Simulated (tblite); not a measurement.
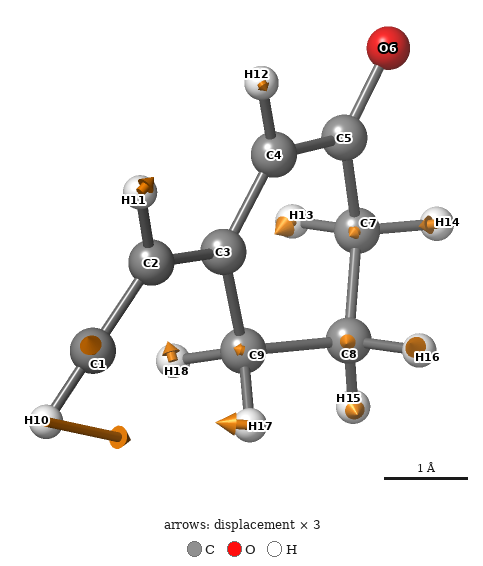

A relaxation of C8H9O (multiplicity 2). The starting structure is drawn; orange arrows show the displacements, magnified 3 times. The two geometries are superimposed by the best rigid fit.

The picture is a ball-and-stick view, seen from a free direction.

Method: GFN2-xTB geometry optimisation, gas phase (tblite 0.8.0). 

Which element moves most?

Hydrogen: up to 0.54 Å, against 0.12 Å for carbon.

What happened in the run?

The atom that moves furthest after the best rigid fit is H10 (0.54 Å). Largest moves by element: H 0.54 Å, C 0.12 Å, O 0.03 Å. Among the contacts that change: C2–C3 1.439 → 1.472 Å, C4–C5 1.483 → 1.463 Å, C3–C9 1.517 → 1.497 Å, C5–O6 1.230 → 1.213 Å. Among the angles between lasting bonds that change: C2–C1–H10 179.6° → 140.5°, C3–C2–H11 118.7° → 113.4°, C1–C2–C3 123.7° → 127.2°. The energy falls by 5.37 kcal/mol in 51 geometry steps. Cost: 0.3 s on 1 thread of Arm Neoverse V2, with other jobs on the host.
